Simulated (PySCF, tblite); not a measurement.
# C₅H₁₂O₄Si: geometry, infrared bands and NMR shifts

What infrared bands and NMR shifts should C₅H₁₂O₄Si (`COC(=O)[Si](C)(OC)OC`) show?

The runs use tblite 0.8.0 and PySCF 2.14.0, with density-fitted response routines of our own; the level of theory stands in each step. All values are computed, except where a source is named. Atoms count from 0, in the outputs and in this text.

## (1) The molecule as given

22 atoms, charge 0, multiplicity 1; geometry from: force field or distance geometry start.

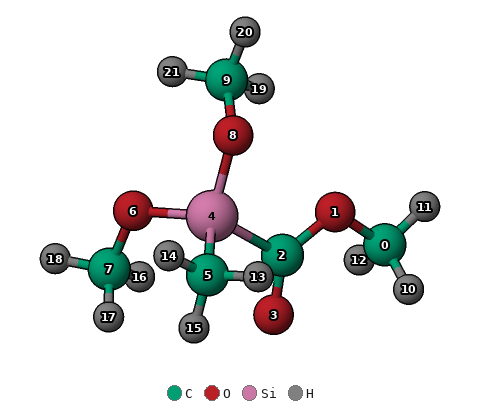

The starting geometry (carbon teal, oxygen red, silicon pink, hydrogen grey), atoms numbered.

## (2) Optimising the geometry with GFN2-xTB

What the job is given:

```
{"job": {"kind": "relax", "xc": "GFN2-xTB", "basis": "xTB"}, "charge": 0, "multiplicity": 1}
C      3.312200     0.380700    -0.355200
O      1.939600     0.746100    -0.111400
C      1.134600    -0.327500     0.129300
O      1.456600    -1.495300     0.111700
Si    -0.759500     0.057600     0.491000
C     -1.179500    -0.739600     2.140800
O     -1.770700    -0.551700    -0.718000
C     -1.541700    -1.875400    -1.168800
O     -1.054300     1.709900     0.584100
C     -1.052500     2.470300    -0.612000
H      3.726300    -0.139700     0.506900
H      3.867900     1.300200    -0.516600
H      3.370400    -0.232400    -1.245200
H     -0.550300    -0.312900     2.934400
H     -2.228600    -0.559900     2.396700
H     -0.999700    -1.816400     2.119800
H     -0.604800    -1.947200    -1.724000
H     -1.564000    -2.608500    -0.349800
H     -2.359400    -2.136700    -1.855000
H     -0.080000     2.399200    -1.126900
H     -1.210600     3.528500    -0.349300
H     -1.862300     2.170000    -1.283600
```

Launch:

```bash
> OMP_NUM_THREADS=1 python probes_run.py task.json out
```

The driver reads the jobs from task.json and runs them one after another.

**Question.** This job is followed by: GFN2-xTB harmonic vibrations, gas phase; GIAO PBE0/pcSseg-1 NMR shielding, non-relativistic, gas phase. Predict these results of the whole session: strongest single infrared mode (GFN2-xTB); zero-point energy (GFN2-xTB); 13C shifts against TMS (PBE0/pcSseg-1, means over atoms taken as alike); 1H shifts against TMS (PBE0/pcSseg-1, means over atoms taken as alike); 17O shifts against H2O (PBE0/pcSseg-1, means over atoms taken as alike); 29Si shifts against TMS (PBE0/pcSseg-1).

As calculated:

```
                                                               quantity                        value
                              strongest single infrared mode (GFN2-xTB)        1165 cm⁻¹, 312 km/mol
                                           zero-point energy (GFN2-xTB)               106.6 kcal/mol
13C shifts against TMS (PBE0/pcSseg-1, means over atoms taken as alike)  189.3, 53.2, 51.1, -3.3 ppm
 1H shifts against TMS (PBE0/pcSseg-1, means over atoms taken as alike)         3.97, 3.86, 0.05 ppm
17O shifts against H2O (PBE0/pcSseg-1, means over atoms taken as alike)       494.0, 218.4, 26.1 ppm
                                29Si shifts against TMS (PBE0/pcSseg-1)                    -43.2 ppm
```

In words: Over 86 steps the energy fell by 0.368 eV; of the close pairs, Si4–O8 changed most, 1.681 to 1.613 Å. All 60 modes are real, so the xTB geometry is a minimum. The strongest single mode, at 1165 cm⁻¹, is carried by O8, C9, C2. GFN2-xTB is a fitted tight-binding method: band positions and strengths are rough. Its intensities can rank the bands wrongly. At PBE0/pcSseg-1: The largest span, 794 ppm, is at O3, where the paramagnetic term is -563 ppm.
